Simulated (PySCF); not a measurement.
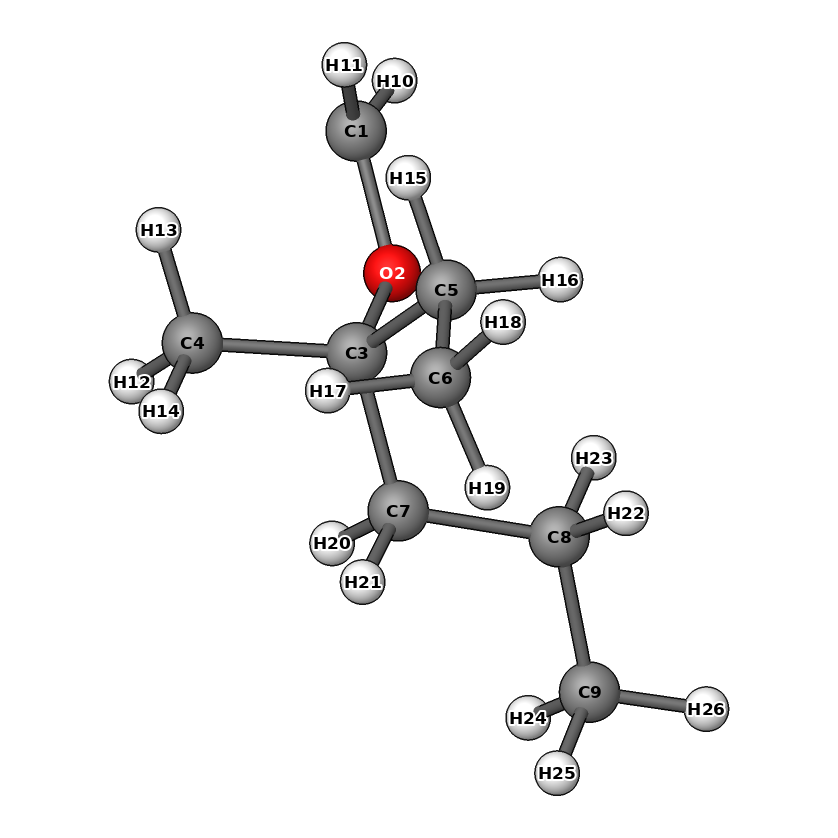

The questions are on Mulliken spin populations. State: neutral, doublet. Computed geometry: PBE0-D3(BJ)/def2-SVP optimisation. No frequency run is at hand to confirm it as a minimum. Level of theory: UKS B3LYP, IGLO-III on C O, pcH-1 on H, non-relativistic (PySCF 2.14.0).

Question: Which atom carries the largest spin population?

Answer: C1 (0.97 e).

Question: Which atom has the lowest spin population?

Answer: H10 (−0.04 e); a negative value comes from spin polarisation.

List the Mulliken spin populations.

| atom | value (e) |
| --- | --- |
| C1 | 0.97 |
| O2 | 0.11 |
| C3 | −0.02 |
| C4 | 0.02 |
| C5 | 0.01 |
| C6 | 0.00 |
| C7 | 0.00 |
| C8 | 0.00 |
| C9 | 0.00 |
| H10 | −0.04 |
| H11 | −0.03 |
| H12 | 0.00 |
| H13 | 0.00 |
| H14 | 0.00 |
| H15 | 0.00 |
| H16 | 0.00 |
| H17 | 0.00 |
| H18 | 0.00 |
| H19 | 0.00 |
| H20 | 0.00 |
| H21 | 0.00 |
| H22 | 0.00 |
| H23 | 0.00 |
| H24 | 0.00 |
| H25 | 0.00 |
| H26 | 0.00 |

Mulliken values depend strongly on the basis set.
